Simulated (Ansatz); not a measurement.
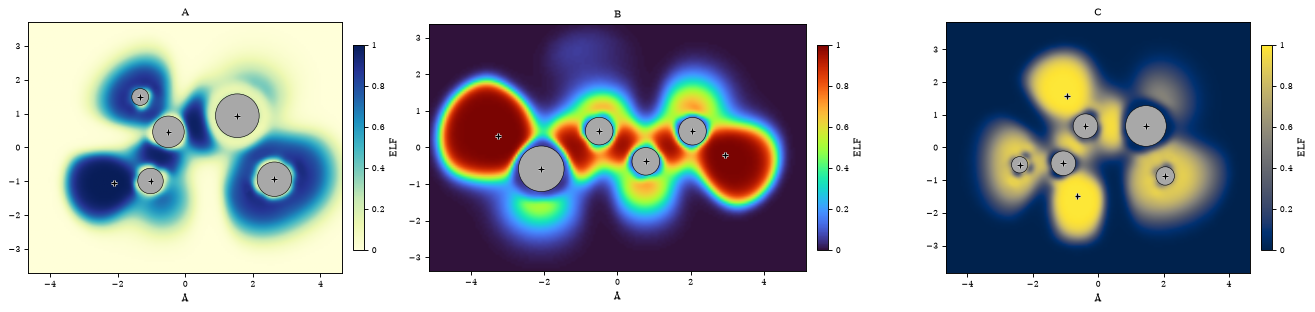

The electron localisation function of 3 systems, each on a plane through atoms (crosses mark nuclei in the plane; grey discs cover the cores).

Theory: RKS PBE0-D4/def2-TZVPP in Ansatz 0.2.0.

System 1: CH$_{5}$BClFGe, the plane of atoms B2, Ge4 and Cl5. Geometry: PBE0-D4/def2-TZVP.

```xyz
10

C    -0.4854   -1.5185   -0.0068
B     0.6034   -0.4696    0.3261
F     1.7512   -0.8305    0.8849
Ge    0.3803    1.5746   -0.0596
Cl   -1.5901    1.8490   -0.9359
H    -0.1983   -2.5404    0.2474
H    -1.4154   -1.2613    0.5137
H    -0.7425   -1.4638   -1.0708
H     0.4056    2.4680    1.1926
H     1.3741    2.1413   -1.0885
```

System 2: C$_{3}$H$_{9}$ClSi (SMILES CCC([SiH3])Cl), the plane of atoms C2, C1 and H6. Geometry: PBE0-D4/def2-TZVP.

```xyz
14

C    -1.0917    1.6949    0.4996
C     0.0542    0.6998    0.4568
C    -0.2178   -0.5268   -0.3956
Si    1.1720   -1.8062   -0.3686
Cl   -0.4561   -0.0761   -2.1262
H    -0.8454    2.5437    1.1407
H    -2.0002    1.2299    0.8920
H    -1.3145    2.0778   -0.4977
H     0.2708    0.3430    1.4715
H     0.9664    1.1884    0.0998
H    -1.1595   -0.9929   -0.0924
H     1.3857   -2.2578    1.0350
H     2.4165   -1.1756   -0.8755
H     0.8064   -2.9712   -1.2105
```

System 3: C$_{2}$H$_{5}$FOSi (SMILES O[SiH2]C=CF), the plane of atoms F5, C4 and H10. Geometry: PBE0-D4/def2-TZVP.

```json
{"atom": "O", "x (Å)": "-1.7382", "y (Å)": "-0.7452", "z (Å)": "-0.2085"}
{"atom": "Si", "x (Å)": "-0.5889", "y (Å)": "-0.4411", "z (Å)": "0.9353"}
{"atom": "C", "x (Å)": "0.9182", "y (Å)": "0.3086", "z (Å)": "0.1676"}
{"atom": "C", "x (Å)": "1.0359", "y (Å)": "0.4100", "z (Å)": "-1.1451"}
{"atom": "F", "x (Å)": "2.1074", "y (Å)": "0.9456", "z (Å)": "-1.7381"}
{"atom": "H", "x (Å)": "-2.3163", "y (Å)": "-0.0223", "z (Å)": "-0.4539"}
{"atom": "H", "x (Å)": "-0.2659", "y (Å)": "-1.7468", "z (Å)": "1.5590"}
{"atom": "H", "x (Å)": "-1.1098", "y (Å)": "0.4848", "z (Å)": "1.9798"}
{"atom": "H", "x (Å)": "1.7384", "y (Å)": "0.6770", "z (Å)": "0.7797"}
{"atom": "H", "x (Å)": "0.3023", "y (Å)": "0.0784", "z (Å)": "-1.8729"}
```

Which map belongs to which system?

Answer. Panel A is system 1, CH$_{5}$BClFGe: the plane holds C, B, F, Ge, Cl and H. B–F (1.33 Å): the ELF peaks at about 0.85 between the atoms: a shared but strongly polarised pair. Panel B is system 2, C$_{3}$H$_{9}$ClSi: the plane holds C, Si and H. C–C (1.52 Å): the ELF peaks at about 0.95 between the atoms; a covalent bond. Panel C is system 3, C$_{2}$H$_{5}$FOSi: the plane holds O, Si, C, F and H. C–C (1.32 Å): the ELF peaks at about 0.95 between the atoms; a multiple bond.
